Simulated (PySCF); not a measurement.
# SF₃⁻: structure of the triplet

Where does triplet SF₃⁻ go from a PBE0 minimum start, is the end point a minimum, and what are its modes, charges and moments?

Method: PBE, basis S def2-SVPD, F def2-SVPD, no relativity, density fitting; program: PySCF 2.14.0.

## (1) Where the work starts

4 atoms, charge -1, spin multiplicity 3.

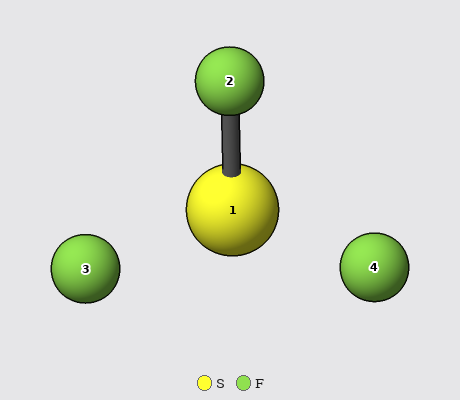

As it starts; sulfur yellow, fluorine green; atoms are numbered from 1 in the order of the file.

```xyz
4
charge -1 multiplicity 3
S     0.0000   -0.7072    0.0000
F     1.3166    0.2742    0.0000
F    -0.6583    0.4580   -1.5212
F    -0.6583    0.4580    1.5212
```

## (2) First SCF at the start

The steps below are one call of a driver around PySCF. For each, scf.py gives the equivalent set-up of the SCF; relaxations use the driver's own optimiser. After this first run the driver tries any further starts and a stability analysis.

The input, scf.py:

```python
from pyscf import gto, scf, dft
mol = gto.M(atom='''
S     -0.000000    -0.707240    -0.000000
F      1.316630     0.274250     0.000000
F     -0.658320     0.457970    -1.521190
F     -0.658320     0.457970     1.521190''',
    basis={'S': 'def2-SVPD', 'F': 'def2-SVPD'},
    charge=-1, spin=2)
mf = dft.UKS(mol, xc='PBE')
mf.grids.atom_grid = (50, 194)
aux = {'S': 'def2-universal-JKFIT', 'F': 'def2-universal-JKFIT'}
mf = mf.density_fit(auxbasis=aux)
mf.conv_tol = 1e-08
mf.diis_space = 10
mf.max_cycle = 60
mf.init_guess = 'minao'
mf.verbose = 4
mf.kernel()
```

On the command line:

```sh
$ OMP_NUM_THREADS=4 python axn.py task.json out
```

The program printed:

```text
init E= -696.882021024459
[... the frontier-level lines of each cycle are left out ...]
cycle= 1 E= -696.681786532128  delta_E=  0.2  |g|= 0.731  |ddm|= 1.44
cycle= 2 E= -690.576098684357  delta_E= 6.11  |g|= 3.47  |ddm|= 4.01
cycle= 3 E= -696.815354709119  delta_E= -6.24  |g|= 0.512  |ddm|= 3.82
cycle= 4 E= -696.854833032835  delta_E= -0.0395  |g|= 0.389  |ddm|= 0.579
cycle= 5 E= -696.906561223832  delta_E= -0.0517  |g|= 0.0799  |ddm|= 0.234
cycle= 6 E= -696.9097302068  delta_E= -0.00317  |g|= 0.0187  |ddm|= 0.0872
cycle= 7 E= -696.909866923059  delta_E= -0.000137  |g|= 0.00534  |ddm|= 0.0241
cycle= 8 E= -696.90988178992  delta_E= -1.49e-05  |g|= 0.00163  |ddm|= 0.00782
cycle= 9 E= -696.909883142764  delta_E= -1.35e-06  |g|= 0.000494  |ddm|= 0.00243
cycle= 10 E= -696.909883271163  delta_E= -1.28e-07  |g|= 6.75e-05  |ddm|= 0.000544
cycle= 11 E= -696.909883273098  delta_E= -1.93e-09  |g|= 3.37e-05  |ddm|= 8.02e-05
Extra cycle  E= -696.909883268029  delta_E= 5.07e-09  |g|= 0.000118  |ddm|= 0.000116
converged SCF energy = -696.909883268029  <S^2> = 2.0037373  2S+1 = 3.0024905
```

This step, with its further starts and checks, took 22 s on 4 threads of Intel Xeon at 2.50GHz (Skylake/Cascade Lake), shared host.

No lower solution of this spin turned up in the test of internal stability.

## (3) Relaxing the triplet from the PBE0 minimum start

The program finds Cs symmetry in the start, which this walk keeps. Threshold on the gradient: 0.0003 Eh/bohr, with a further test on the energy change.

Edit scf.py of step 2 so:

```diff
@@ -3,4 +3,4 @@
-S     -0.000000    -0.707240    -0.000000
-F      1.316630     0.274250     0.000000
-F     -0.658320     0.457970    -1.521190
-F     -0.658320     0.457970     1.521190''',
+S      0.000002    -0.707238     0.000000
+F      1.316632     0.274252     0.000000
+F     -0.658318     0.457972    -1.521190
+F     -0.658318     0.457972     1.521190''',
@@ -16 +15,0 @@
-mf.init_guess = 'minao'
```

The optimiser's trace:

```tsv
step	energy (Eh)	change (kJ/mol)	largest symmetric gradient (Eh/bohr)
0	-696.909883	0.00	0.01681
1	-696.910839	-2.51	0.00131
2	-696.910887	-2.63	0.00178
3	-696.910926	-2.74	0.00132
4	-696.910967	-2.84	0.00050
5	-696.910968	-2.85	0.00004
```

The walk took 24 s.

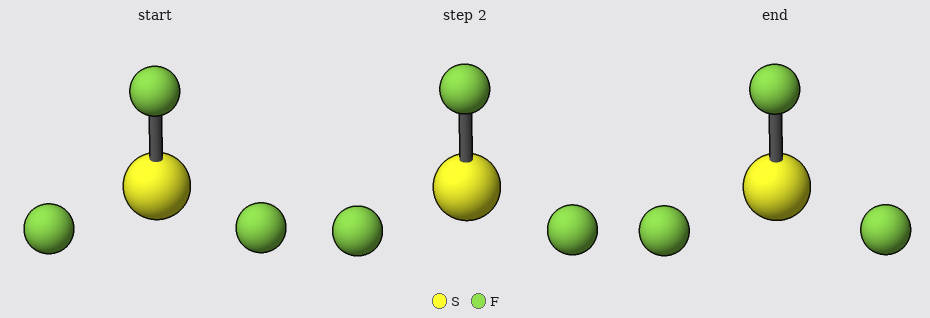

The geometry along the walk, at one scale.

After 5 steps and 2.8 kJ/mol it ends at Cs: S–F 1.674 Å, S–F 2.083 Å (×2); F–S–F 86.3° (×2), F–S–F 99.4°.

## (4) Is it a minimum? Harmonic modes

On the finer grid the gradient is checked again; gradients at displacements of ±0.02 bohr then give force constants and infrared intensities.

Edit scf.py of step 3 so:

```diff
@@ -3,4 +3,4 @@
-S      0.000002    -0.707238     0.000000
-F      1.316632     0.274252     0.000000
-F     -0.658318     0.457972    -1.521190
-F     -0.658318     0.457972     1.521190''',
+S     -0.001899    -0.702471     0.000000
+F      1.358124     0.270125     0.000000
+F     -0.677531     0.457615    -1.599907
+F     -0.677531     0.457615     1.599907''',
@@ -10 +10 @@
-mf.grids.atom_grid = (50, 194)
+mf.grids.atom_grid = (75, 302)
@@ -13 +13 @@
-mf.conv_tol = 1e-08
+mf.conv_tol = 1e-10
```

This SCF starts from the last density.

SCF at the final geometry:

```text
init E= -696.911052230059
[... the frontier-level lines of each cycle are left out ...]
cycle= 1 E= -696.911052230037  delta_E= 2.18e-11  |g|= 8.1e-06  |ddm|= 8.52e-06
Extra cycle  E= -696.911052229664  delta_E= 3.73e-10  |g|= 3.04e-05  |ddm|= 2.94e-05
converged SCF energy = -696.911052229664  <S^2> = 2.0042348  2S+1 = 3.0028219
```

The whole step took 2.4 min.

Geometry: Cs; S–F 1.672 Å, S–F 2.089 Å (×2); F–S–F 86.6° (×2), F–S–F 100.0°.

Harmonic modes (main isotopes):

| symmetry | ω (cm⁻¹) | IR (km/mol) | μ (u) |
| --- | --- | --- | --- |
| a' | 97 | 1.4 | 19.68 |
| a'' | 115 | 23.5 | 19.00 |
| a' | 188 | 12.4 | 19.95 |
| a'' | 343 | 112 | 23.96 |
| a' | 371 | 55.5 | 23.61 |
| a' | 698 | 87.4 | 22.60 |

μ is the mass of the mode for normalised Cartesian displacements, not the reduced mass of the usual diatomic formula.

Every mode is real; the point is a minimum.

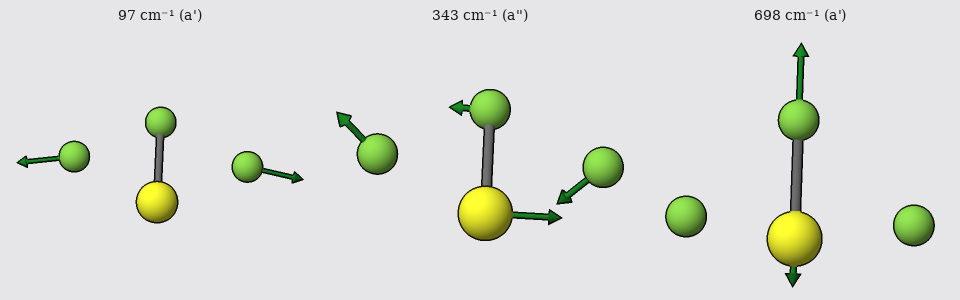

How the atoms move in 3 of the modes.

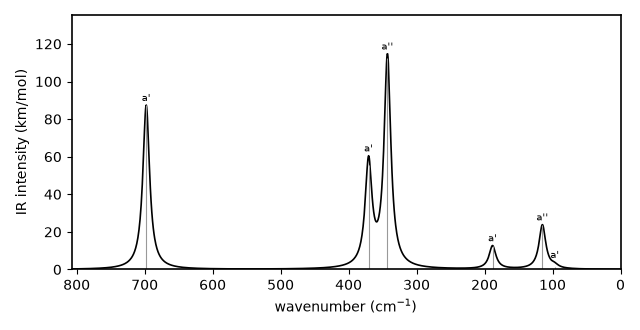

The harmonic infrared spectrum (widths in cm⁻¹). Lines are broadened to a width of 12 cm⁻¹ (Lorentzian).

Constants and moments:

| Property | Result |
| --- | --- |
| Dipole moment about the centre of mass | 2.81 D |
| Highest occupied level | 0.09 eV |
| Lowest empty level | 1.17 eV |
| Rotational constants | 0.2172, 0.1387, 0.112 cm⁻¹ |
| Zero-point energy | 10.8 kJ/mol |
| Principal polarisabilities | 37.7, 50.9, 60.1 bohr³ |
| Principal traceless quadrupole moments about the centre of mass | -10.88, 1.76, 9.12 D Å |
| Entropy at 298.15 K and 1 bar (electronic part: spin only) | 329.6 J/(mol K) |
| Heat capacity Cp at 298.15 K | 73.8 J/(mol K) |
| Enthalpy at 298.15 K above 0 K | 17.40 kJ/mol |
| Rotational symmetry number | 1 |
| Spin squared ⟨S²⟩ | 2.004 |

Charges (e) and bond orders:

```json
{"atom": "S1", "Mulliken": "0.44", "Löwdin": "0.83", "polar tensor": "0.85", "spin (Mulliken)": "1.52", "Mayer order to S1": "–"}
{"atom": "F2", "Mulliken": "-0.39", "Löwdin": "-0.58", "polar tensor": "-0.47", "spin (Mulliken)": "0.01", "Mayer order to S1": "0.74"}
{"atom": "F3,4", "Mulliken": "-0.53", "Löwdin": "-0.63", "polar tensor": "-0.69", "spin (Mulliken)": "0.23", "Mayer order to S1": "0.49"}
```

Outer orbital energies (eV). α occupied: -4.32, -3.91, -2.71, -2.55, -2.46, -2.43, -0.23, 0.09; empty: 1.94, 4.22, 4.85, 5.01. β occupied: -5.97, -5.96, -3.54, -3.14, -2.38, -2.22, -2.21, -2.09; empty: 1.17, 1.54, 2.52, 4.65.

Mulliken populations on S1: s 5.90, p 9.44, d 0.22.

## (5) What came out

| quantity | value |
| --- | --- |
| minimum | triplet, Cs |
| geometry | S–F 1.672 Å, S–F 2.089 Å (×2); F–S–F 86.6° (×2), F–S–F 100.0° |
| wavenumbers (cm⁻¹) | 97 (a'), 115 (a''), 188 (a'), 343 (a''), 371 (a'), 698 (a') |
| dipole moment (centre of mass) | 2.81 D |
| highest occupied, lowest empty level (either spin) | 0.09, 1.17 eV |
| polar-tensor charge of S1 | +0.85 e |
| zero-point energy | 10.8 kJ/mol |
| entropy at 298.15 K | 329.6 J/(mol K) |
| ⟨S²⟩ | 2.004 |

**Reading.** The molecule stays Cs, as typed, and the end point is a minimum. The strongest infrared band lies at 343 cm⁻¹ (a'', mixed). Most of the spin sits on S1 (Mulliken spin 1.52, against 2 for the whole molecule). Only this shape and spin were tried, so other structures or states may lie lower. A highest occupied level above zero is common for anions with such functionals; it warns that the extra electron is poorly described.

The anion's highest level is positive in at least one run, so there the basis alone may hold the extra electron.

The search up to here took 3.1 min.
